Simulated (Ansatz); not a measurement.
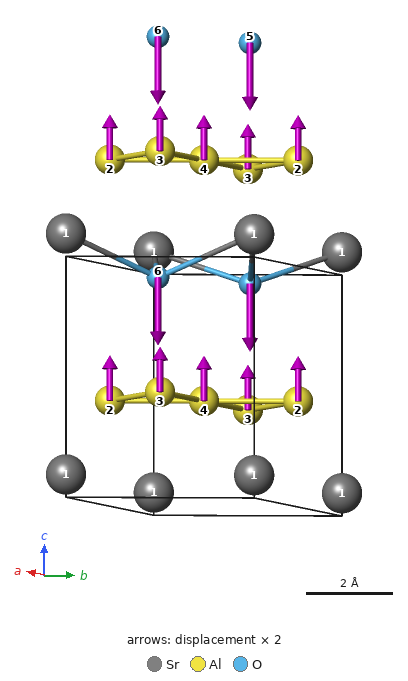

A relaxation of solid SrAl$_{3}$O$_{2}$ (a generated structure, set up in P6mm) (coarse preliminary run). The starting structure is drawn; purple arrows show the displacements (the part carried along by the change of the cell is left out), 2 times their true length.

The picture is a ball-and-stick view of the cell of the calculation, repeated 1 × 1 × 2 with one cell outlined, seen from a free direction.

These are results of Ansatz, DFT PBE, scalar-relativistic, plane waves, PAW, not measurements. Settings: plane-wave cutoff 420 eV; k-point mesh 6 × 6 × 4; occupations gaussian; smearing width 0.1 eV; collinear spin; cell and atoms relaxed; force threshold 0.04 eV/Å; at most 70 steps.

Q: Atoms of which element are displaced furthest, and by how much?

A: Oxygen: up to 0.80 Å, against 0.54 Å for aluminium.

Q: What did the optimiser do to the structure, and how much energy did it gain?

A: The energy falls by 1858 meV per atom in 13 accepted moves (15 points after the start). The largest force component goes from 5.5 to 0.0078 eV/Å. The pressure goes from 28.48 to 0.11 GPa. At 2 points the geometry stayed and the basis and grid were re-selected for the new cell (energy shift of 38.8 meV per atom at most each time). The largest moves relative to the cell, 0.80 Å, are those of O5 and O6. O6 goes along −c. Largest moves by element: O 0.80 Å, Al 0.54 Å. Sr stays in place. The drawn cell changes as follows: a = b 4.412 → 5.208 Å (+18.0 %), c 5.677 → 5.039 Å (−11.2 %); the volume changes by +23.7 %. Some distances before and after: Al2–O5 3.107 → 1.910 Å, Sr1–O5 2.698 → 3.402 Å, Sr1–Al2 2.946 → 3.454 Å, Al2–Al3 2.206 → 2.604 Å. New bonds form: Al2–O5 (3.11 → 1.91 Å), Al2–O6 (3.11 → 1.91 Å), Al3–O5 (3.11 → 1.91 Å), Al3–O6 (3.11 → 1.91 Å). The space group stays P6mm (No. 183). The program noted that the starting moments weren't kept. The run took 3.3 min on 1 thread of Intel(R) Xeon(R) Processor @ 2.70GHz, on a shared host, peak memory 0.43 GiB.
